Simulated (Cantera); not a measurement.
Charge: 1 mol Si3N4, 0.47 mol CO2, 9.2 mol H2, at 10.0 mbar.

Equilibrium computed with Cantera from the NASA thermochemical tables; the gas is ideal and each condensed phase is pure. Candidate condensed phases: C, C6H6, C7H8, C8H18, H2O, Si, SiC, SiO2, Si2N2O, Si3N4; 151 gas species. Mutual solubility and eutectic melting of coexisting phases are not modelled. Kinetics and transport are ignored.

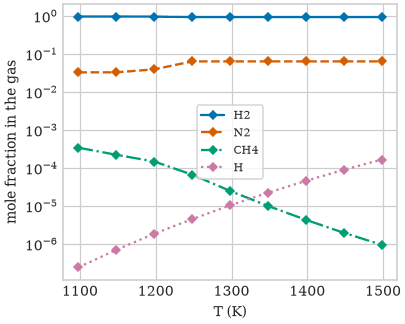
Equilibrium gas composition (values under 1e-9 drawn at 1e-9)

Read off the mole fractions at 1348 K.

H2 about 0.94, N2 about 0.064, H about 2.2e-5, CH4 about 1.0e-5.
